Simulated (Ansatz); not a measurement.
```xyz
4

Ga   -1.0883   -0.2915    0.3012
Br    2.5425    0.6815   -0.7028
H     1.1808    0.3170   -0.3257
H    -2.6349   -0.7070    0.7272
```

The product side of a reaction path; geometry: PBE0-D4/def2-TZVP.

The calculation used RKS PBE0-D4/def2-TZVPP (Ansatz 0.2.0).

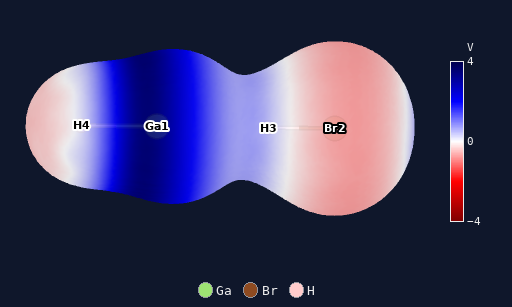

GaH···HBr. The molecular electrostatic potential painted on the density surface at 0.004 e/bohr³, seen across its widest extent; red is negative and blue positive.

### Where is the surface potential most negative and most positive?

The most negative region (about −0.7 V) lies over Br2, the most positive (about +3.5 V) over Ga1. Br2 shows a σ-hole: about +0.6 V at the tip opposite its bond, against about −0.7 V on its flanks.
